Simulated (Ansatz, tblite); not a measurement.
# The cluster Ti₂N₂: charged states by level of theory

Aim: the energy of removing and adding an electron for the cluster Ti₂N₂, by energy differences, and how well orbital energies stand in for it.

Method: as each input shows; program: Ansatz 0.2.0, Gaussian basis.

Plan: charge +1 doublet, at the geometry of the singlet (PBE0-D4/def2-TZVP, PBE-D4/def2-TZVP, r2SCAN-D4/def2-TZVP); charge -1 doublet, at the geometry of the singlet (PBE0-D4/def2-TZVPD, PBE-D4/def2-TZVPD, r2SCAN-D4/def2-TZVPD); the starting singlet's energies come from earlier runs.

1 further run of the same task is left out (set aside as unsound or not needed).

## (1) The geometry

The singlet was relaxed beforehand with r2SCAN-D4/def2-SVP. At that level it is the lowest of the isomers that a small search found.

4 atoms, charge 0, spin multiplicity 1.

Atoms are counted from 1 here; the program's logs count them from 0.

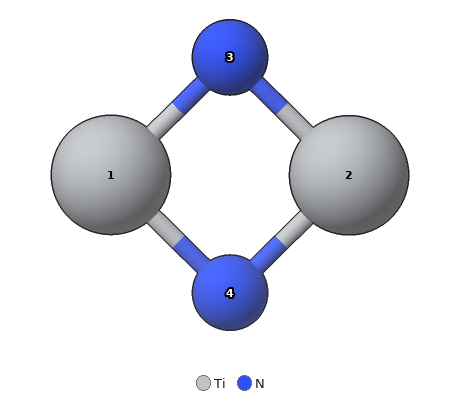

The geometry (titanium light grey, nitrogen blue); atoms are numbered from 1 in the order of the file.

No spin-orbit coupling is included.

## (2) Charge +1 doublet at the fixed geometry, first pass, PBE0-D4/def2-SVP

Contents of in.yaml:

```yaml
crystal:
  periodic: [false, false, false]
  atoms:
    - {symbol: Ti, position_ang: [2.423678, -1.757488, -1.148999]}
    - {symbol: Ti, position_ang: [0.655286, -0.079260, -0.561072]}
    - {symbol: N, position_ang: [0.662745, -1.699474, -1.262461]}
    - {symbol: N, position_ang: [2.417491, -0.129777, -0.465168]}
basis:
  gaussian: {orbitals: def2-SVP}
total_charge: 1
magnetization: {spin_polarized: true, initial_magnetization: 1}
hamiltonian: {xc: pbe0, dispersion: d4}
output: {orbitals: {seedname: orbitals}}
```

Run with:

```bash
$ ansatz run in.yaml --threads 4 --pin off --events-out ev --progress --plain --max-ram 3916MiB
```

Standard output:

```text
Functional definition: PBE0
  name "PBE0"
  cite "Adamo & Barone, J. Chem. Phys. 110, 6158 (1999) doi:10.1063/1.478522"
  cite "Perdew, Burke & Ernzerhof, Phys. Rev. Lett. 77, 3865 (1996) doi:10.1103/PhysRevLett.77.3865"
  parent pbe
  parameter a = 0.25
  parameter kappa = 0.804
  parameter beta = 0.06672455060314922
  exchange = (1 - a)*pbe_x(kappa = kappa, mu = beta*pi^2/3) + a*exact_x
  correlation = pbe_c(beta = beta)
984 factors; integrals over basis functions are off by at most 9.9e-4 eV
mean field evaluation 1: about -49135.6364 eV, gradient 1.0e2 eV
mean field evaluation 2: about -48727.5946 eV, gradient 2.7e2 eV
mean field evaluation 4: about -49178.9081 eV, gradient 2.3e1 eV
mean field evaluation 8: about -49181.2993 eV, gradient 3.0e-1 eV
mean field evaluation 16: about -49181.3922 eV, gradient 1.3e-2 eV
mean field evaluation 32: about -49181.3975 eV, gradient 2.6e-5 eV
mean field evaluation 64: about -49181.3145 eV, gradient 1.5e0 eV
mean field -49181.39747528 eV, -1807.3830208681 hartree, gradient 6.6e-6 eV, S^2 0.769432; 8 other end points of the search recorded, 0 dependent functions left out
reference -49181.39754154 eV, -1807.3830233030 hartree; 29, 28 occupied and 61, 62 virtual orbitals, 984 factors
Total energy: -49181.51276010 eV, -1807.3872575069 hartree
```

Run time: 10 s. Hardware: 4 threads of Arm Neoverse V2, shared host.

Report: HOMO -10.03 eV, LUMO -7.44 eV (over both spins); ⟨S²⟩ 0.769 (pure: 0.75); the next solution that the search met lies 0.005 eV higher.

## (3) Charge +1 doublet at the fixed geometry, PBE0-D4/def2-TZVP

start.molden holds the orbitals of an earlier run on this state, given as this run's starting guess.

Changes to in.yaml since step 2:

```diff
@@ -8,3 +8,3 @@
 basis:
-  gaussian: {orbitals: def2-SVP}
+  gaussian: {orbitals: def2-TZVP, initial_orbitals: start.molden}
 total_charge: 1
@@ -12,2 +12,3 @@
 hamiltonian: {xc: pbe0, dispersion: d4}
+scf: {omitted_lower_state_checks: [starts]}
 output: {orbitals: {seedname: orbitals}}
```

Same command.

Standard output:

```text
Functional definition: PBE0
  name "PBE0"
  cite "Adamo & Barone, J. Chem. Phys. 110, 6158 (1999) doi:10.1063/1.478522"
  cite "Perdew, Burke & Ernzerhof, Phys. Rev. Lett. 77, 3865 (1996) doi:10.1103/PhysRevLett.77.3865"
  parent pbe
  parameter a = 0.25
  parameter kappa = 0.804
  parameter beta = 0.06672455060314922
  exchange = (1 - a)*pbe_x(kappa = kappa, mu = beta*pi^2/3) + a*exact_x
  correlation = pbe_c(beta = beta)
these checks for a lower state are left out or cut short: starts
1242 factors; their error is unknown
mean field evaluation 1: about -49188.3889 eV, gradient 8.2e1 eV
mean field evaluation 2: about -49190.4576 eV, gradient 2.4e0 eV
mean field evaluation 4: about -49190.7615 eV, gradient 1.3e-1 eV
mean field evaluation 8: about -49190.7616 eV, gradient 1.2e-4 eV
mean field -49190.76158719 eV, -1807.7271456333 hartree, gradient 7.0e-6 eV, S^2 0.768292; 0 other end points of the search recorded, 0 dependent functions left out
reference -49190.76162826 eV, -1807.7271471428 hartree; 29, 28 occupied and 123, 124 virtual orbitals, 1242 factors
Total energy: -49190.87684682 eV, -1807.7313813467 hartree
Checks for a lower state left out: starts
```

Wall time 12 s (4 threads of Arm Neoverse V2, shared host); peak memory 0.74 GiB.

From the report: HOMO -10.08 eV, LUMO -7.51 eV (over both spins); ⟨S²⟩ 0.768 (pure: 0.75).

## (4) Charge +1 doublet at the fixed geometry, PBE-D4/def2-TZVP

Changes to in.yaml since step 3:

```diff
@@ -11,3 +11,3 @@
 magnetization: {spin_polarized: true, initial_magnetization: 1}
-hamiltonian: {xc: pbe0, dispersion: d4}
+hamiltonian: {xc: pbe, dispersion: d4}
 scf: {omitted_lower_state_checks: [starts]}
```

Launched as before.

Standard output:

```text
Functional definition: PBE
  name "PBE"
  cite "Perdew, Burke & Ernzerhof, Phys. Rev. Lett. 77, 3865 (1996) doi:10.1103/PhysRevLett.77.3865"
  parent pbe
  parameter kappa = 0.804
  parameter beta = 0.06672455060314922
  exchange = pbe_x(kappa = kappa, mu = beta*pi^2/3)
  correlation = pbe_c(beta = beta)
these checks for a lower state are left out or cut short: starts
1136 factors; their error is unknown
mean field evaluation 1: about -49190.9915 eV, gradient 7.9e0 eV
mean field evaluation 2: about -49191.2539 eV, gradient 4.8e-1 eV
mean field evaluation 4: about -49191.2698 eV, gradient 2.2e-1 eV
mean field evaluation 8: about -49191.2702 eV, gradient 1.7e-5 eV
mean field -49191.27015186 eV, -1807.7458350404 hartree, gradient 1.3e-5 eV, S^2 0.755684; 0 other end points of the search recorded, 0 dependent functions left out
reference -49191.27020753 eV, -1807.7458370864 hartree; 29, 28 occupied and 123, 124 virtual orbitals, 1136 factors
Total energy: -49191.40876194 eV, -1807.7509288670 hartree
Checks for a lower state left out: starts
```

It took 3.3 s on 4 threads of Arm Neoverse V2, shared host.

From the report: HOMO -9.11 eV, LUMO -8.25 eV (over both spins); ⟨S²⟩ 0.756 (pure: 0.75).

## (5) Charge +1 doublet at the fixed geometry, r2SCAN-D4/def2-TZVP

Changes to in.yaml since step 4:

```diff
@@ -11,3 +11,3 @@
 magnetization: {spin_polarized: true, initial_magnetization: 1}
-hamiltonian: {xc: pbe, dispersion: d4}
+hamiltonian: {xc: r2scan, dispersion: d4}
 scf: {omitted_lower_state_checks: [starts]}
```

Launched as before.

Standard output, cut to the lines that bear on the results:

```text
Functional definition: r2SCAN
  name "r2SCAN"
  cite "Furness, Kaplan, Ning, Perdew & Sun, J. Phys. Chem. Lett. 11, 8208 (2020) doi:10.1021/acs.jpclett.0c02405"
  cite "Furness, Kaplan, Ning, Perdew & Sun, J. Phys. Chem. Lett. 11, 9248 (2020) doi:10.1021/acs.jpclett.0c03077"
  parent r2scan
[...]
1136 factors; their error is unknown
[...]
mean field -49202.81894033 eV, -1808.1702451887 hartree, gradient 3.4e-6 eV, S^2 0.763520; 0 other end points of the search recorded, 0 dependent functions left out
reference -49202.81896185 eV, -1808.1702459795 hartree; 29, 28 occupied and 123, 124 virtual orbitals, 1136 factors
Total energy: -49202.84548535 eV, -1808.1712207003 hartree
Checks for a lower state left out: starts
```

Run time: 12 s. Hardware: 4 threads of Arm Neoverse V2, shared host.

From the report: HOMO -9.22 eV, LUMO -8.22 eV (over both spins); ⟨S²⟩ 0.764 (pure: 0.75).

## (6) Vertical ionisation energy

Charged state less starting state, singlet to doublet; the starting state's energies are those of its earlier runs.

| level | vertical ionisation energy (eV) | time |
| --- | --- | --- |
| PBE-D4/def2-TZVP | +5.68 | 4.9 s |
| r2SCAN-D4/def2-TZVP | +5.41 | 15 s |
| PBE0-D4/def2-TZVP | +5.40 | 14 s |

Times add the two runs; a level without a time comes out of a correlated run.

Beside −ε(HOMO) of the starting state:

```
              level  −ε(HOMO) (eV)  by difference (eV)  mismatch (eV)
   PBE-D4/def2-TZVP           3.38                5.68          -2.30
r2SCAN-D4/def2-TZVP           3.37                5.41          -2.04
  PBE0-D4/def2-TZVP           3.97                5.40          -1.43
```

## (7) Charge -1 doublet at the fixed geometry, first pass, PBE0-D4/def2-SVP

Changes to in.yaml since step 5:

```diff
@@ -8,7 +8,6 @@
 basis:
-  gaussian: {orbitals: def2-TZVP, initial_orbitals: start.molden}
-total_charge: 1
+  gaussian: {orbitals: def2-SVP}
+total_charge: -1
 magnetization: {spin_polarized: true, initial_magnetization: 1}
-hamiltonian: {xc: r2scan, dispersion: d4}
-scf: {omitted_lower_state_checks: [starts]}
+hamiltonian: {xc: pbe0, dispersion: d4}
 output: {orbitals: {seedname: orbitals}}
```

The command is unchanged.

Standard output, cut to the lines that bear on the results:

```text
Functional definition: PBE0
  name "PBE0"
  cite "Adamo & Barone, J. Chem. Phys. 110, 6158 (1999) doi:10.1063/1.478522"
  cite "Perdew, Burke & Ernzerhof, Phys. Rev. Lett. 77, 3865 (1996) doi:10.1103/PhysRevLett.77.3865"
  parent pbe
[...]
984 factors; integrals over basis functions are off by at most 9.9e-4 eV
[...]
a density is far from that of the atoms, so the factors are made again for it
1026 factors; integrals over basis functions are off by at most 2.8e-4 eV
mean field -49187.64536693 eV, -1807.6126266511 hartree, gradient 1.8e-5 eV, S^2 1.115823; 0 other end points of the search recorded, 0 dependent functions left out
reference -49187.64539380 eV, -1807.6126276388 hartree; 30, 29 occupied and 60, 61 virtual orbitals, 1026 factors
Total energy: -49187.78643163 eV, -1807.6178106832 hartree
```

Wall time 20 s (4 threads of Arm Neoverse V2, shared host).

From the report: HOMO 0.60 eV, LUMO 2.05 eV (over both spins); ⟨S²⟩ 1.116 (pure: 0.75). Doubts: spin contamination, highest occupied level lies above zero.

## (8) Charge -1 doublet at the fixed geometry, PBE0-D4/def2-TZVPD

Changes to in.yaml since step 7:

```diff
@@ -8,3 +8,3 @@
 basis:
-  gaussian: {orbitals: def2-SVP}
+  gaussian: {orbitals: def2-TZVPD, initial_orbitals: start.molden}
 total_charge: -1
@@ -12,2 +12,3 @@
 hamiltonian: {xc: pbe0, dispersion: d4}
+scf: {omitted_lower_state_checks: [starts]}
 output: {orbitals: {seedname: orbitals}}
```

The command is unchanged.

Standard output:

```text
Functional definition: PBE0
  name "PBE0"
  cite "Adamo & Barone, J. Chem. Phys. 110, 6158 (1999) doi:10.1063/1.478522"
  cite "Perdew, Burke & Ernzerhof, Phys. Rev. Lett. 77, 3865 (1996) doi:10.1103/PhysRevLett.77.3865"
  parent pbe
  parameter a = 0.25
  parameter kappa = 0.804
  parameter beta = 0.06672455060314922
  exchange = (1 - a)*pbe_x(kappa = kappa, mu = beta*pi^2/3) + a*exact_x
  correlation = pbe_c(beta = beta)
these checks for a lower state are left out or cut short: starts
1338 factors; their error is unknown
mean field evaluation 1: about -49194.5911 eV, gradient 8.3e1 eV
mean field evaluation 2: about -49196.9889 eV, gradient 3.3e0 eV
mean field evaluation 4: about -49197.2586 eV, gradient 2.9e-2 eV
mean field evaluation 8: about -49197.4940 eV, gradient 2.7e-5 eV
mean field -49197.49404838 eV, -1807.9745590188 hartree, gradient 6.0e-6 eV, S^2 1.231963; 0 other end points of the search recorded, 0 dependent functions left out
reference -49197.49407910 eV, -1807.9745601478 hartree; 30, 29 occupied and 140, 141 virtual orbitals, 1338 factors
Total energy: -49197.63511693 eV, -1807.9797431922 hartree
Checks for a lower state left out: starts
```

It took 15 s on 4 threads of Arm Neoverse V2, shared host; peak memory 0.87 GiB.

HOMO 0.27 eV, LUMO 1.74 eV (over both spins); ⟨S²⟩ 1.232 (pure: 0.75). Doubts: spin contamination, highest occupied level lies above zero.

## (9) Charge -1 doublet at the fixed geometry, PBE-D4/def2-TZVPD

Changes to in.yaml since step 8:

```diff
@@ -11,3 +11,3 @@
 magnetization: {spin_polarized: true, initial_magnetization: 1}
-hamiltonian: {xc: pbe0, dispersion: d4}
+hamiltonian: {xc: pbe, dispersion: d4}
 scf: {omitted_lower_state_checks: [starts]}
```

The command is unchanged.

Standard output:

```text
Functional definition: PBE
  name "PBE"
  cite "Perdew, Burke & Ernzerhof, Phys. Rev. Lett. 77, 3865 (1996) doi:10.1103/PhysRevLett.77.3865"
  parent pbe
  parameter kappa = 0.804
  parameter beta = 0.06672455060314922
  exchange = pbe_x(kappa = kappa, mu = beta*pi^2/3)
  correlation = pbe_c(beta = beta)
these checks for a lower state are left out or cut short: starts
1210 factors; their error is unknown
mean field evaluation 1: about -49197.7185 eV, gradient 7.9e0 eV
mean field evaluation 2: about -49198.0032 eV, gradient 5.8e-1 eV
mean field evaluation 4: about -49198.0590 eV, gradient 1.1e-1 eV
mean field evaluation 8: about -49198.0428 eV, gradient 4.1e-5 eV
mean field evaluation 16: about -49198.0428 eV, gradient 1.6e-5 eV
mean field -49198.04275093 eV, -1807.9947234655 hartree, gradient 2.4e-6 eV, S^2 0.844545; 0 other end points of the search recorded, 0 dependent functions left out
reference -49198.04278966 eV, -1807.9947248888 hartree; 30, 29 occupied and 140, 141 virtual orbitals, 1210 factors
Total energy: -49198.21247896 eV, -1808.0009608554 hartree
Checks for a lower state left out: starts
```

It took 6 s on 4 threads of Arm Neoverse V2, shared host.

HOMO 0.64 eV, LUMO 1.24 eV (over both spins); ⟨S²⟩ 0.845 (pure: 0.75). Doubts: highest occupied level lies above zero.

## (10) Charge -1 doublet at the fixed geometry, r2SCAN-D4/def2-TZVPD

Changes to in.yaml since step 9:

```diff
@@ -11,3 +11,3 @@
 magnetization: {spin_polarized: true, initial_magnetization: 1}
-hamiltonian: {xc: pbe, dispersion: d4}
+hamiltonian: {xc: r2scan, dispersion: d4}
 scf: {omitted_lower_state_checks: [starts]}
```

Launched as before.

Standard output:

```text
Functional definition: r2SCAN
  name "r2SCAN"
  cite "Furness, Kaplan, Ning, Perdew & Sun, J. Phys. Chem. Lett. 11, 8208 (2020) doi:10.1021/acs.jpclett.0c02405"
  cite "Furness, Kaplan, Ning, Perdew & Sun, J. Phys. Chem. Lett. 11, 9248 (2020) doi:10.1021/acs.jpclett.0c03077"
  parent r2scan
  parameter k0 = 0.174
  parameter k1 = 0.065
  parameter a1 = 4.9479
  exchange = r2scan_x(k0 = k0, k1 = k1, a1 = a1)
  correlation = r2scan_c
these checks for a lower state are left out or cut short: starts
1210 factors; their error is unknown
mean field evaluation 1: about -49209.3925 eV, gradient 4.9e0 eV
mean field evaluation 2: about -49209.5025 eV, gradient 2.2e-1 eV
mean field evaluation 4: about -49209.4902 eV, gradient 1.1e-1 eV
mean field evaluation 8: about -49209.4903 eV, gradient 4.8e-5 eV
mean field -49209.49029649 eV, -1808.4154130056 hartree, gradient 7.8e-6 eV, S^2 1.144664; 0 other end points of the search recorded, 0 dependent functions left out
reference -49209.49034213 eV, -1808.4154146826 hartree; 30, 29 occupied and 140, 141 virtual orbitals, 1210 factors
Total energy: -49209.52310694 eV, -1808.4166187674 hartree
Checks for a lower state left out: starts
```

It took 26 s on 4 threads of Arm Neoverse V2, shared host; peak memory 0.56 GiB.

Report: HOMO 0.69 eV, LUMO 1.26 eV (over both spins); ⟨S²⟩ 1.145 (pure: 0.75). Doubts: spin contamination, highest occupied level lies above zero.

## (11) Vertical electron affinity

Starting state less charged state (positive: the electron is bound), singlet to doublet; the starting state's energies are those of its earlier runs.

```csv
level,vertical electron affinity (eV),time
PBE-D4/def2-TZVPD,+1.08,8.2 s
r2SCAN-D4/def2-TZVPD†,+1.23,30 s
PBE0-D4/def2-TZVPD†,+1.31,18 s
```

Times add the two runs; a level without a time comes out of a correlated run. † marks a level with a doubtful state (flagged, unstable, out of aufbau order, or strongly spin-contaminated); such levels are left out of the summary.

Beside −ε(LUMO) of the starting state:

```csv
level,−ε(LUMO) (eV),by difference (eV),mismatch (eV)
PBE-D4/def2-TZVPD,2.74,1.08,+1.66
```

## (12) Results

| quantity | value |
| --- | --- |
| vertical ionisation energy, functionals in def2-TZVP | 5.40 (PBE0-D4) to 5.68 eV (PBE-D4) |
| vertical electron affinity, functionals in def2-TZVPD | 1.08 eV (PBE-D4) |

The vertical ionisation energy spans 5.40 to 5.68 eV over the functionals. −ε(HOMO) misses the level's own difference by -1.43 eV at best (PBE0-D4) and -2.30 eV at worst (PBE-D4). The vertical electron affinity is 1.08 eV at PBE-D4/def2-TZVPD. The anion's highest level lies above zero where self-interaction lifts it, so diffuse functions weigh on these values. The charged states' spins were chosen beforehand and needn't be their lowest.

The anion's highest level is positive in at least one run, so there the basis alone may hold the extra electron.
